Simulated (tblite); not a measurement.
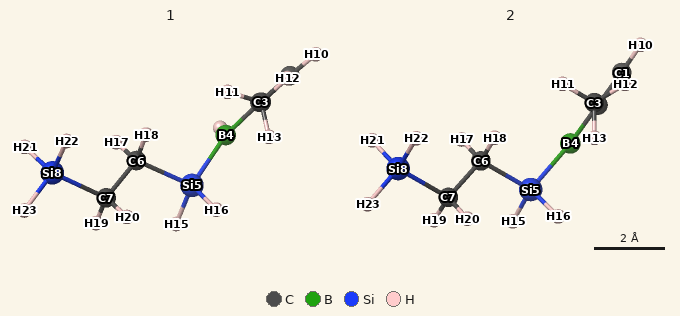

Two geometries of C5H15BSi2, drawn at one scale. One is the start of a relaxation, the other its converged end. The picture is a ball-and-stick view, seen from a free direction.

Level of theory: GFN2-xTB geometry optimisation, gas phase in tblite. 

### Which of the two is the end point?

Structure 1 is the relaxed one. An H atom moves most after the best rigid fit: 0.61 Å. Largest moves by element: H 0.61 Å, B 0.27 Å, C 0.26 Å, Si 0.21 Å. Among the contacts that change: C–Si 1.863 → 1.922 Å, C–H 1.122 → 1.088 Å, B–C 1.583 → 1.551 Å, C–Si 1.882 → 1.901 Å. Bond angles that change, for instance: B–Si–H 109.5° → 117.0°, B–Si–H 108.7° → 116.1°, H–Si–H 109.0° → 103.1°. Groups turn about C–C by about 25°, B–Si by about 20°. Over 131 geometry steps the energy falls by 22.4 kJ/mol.
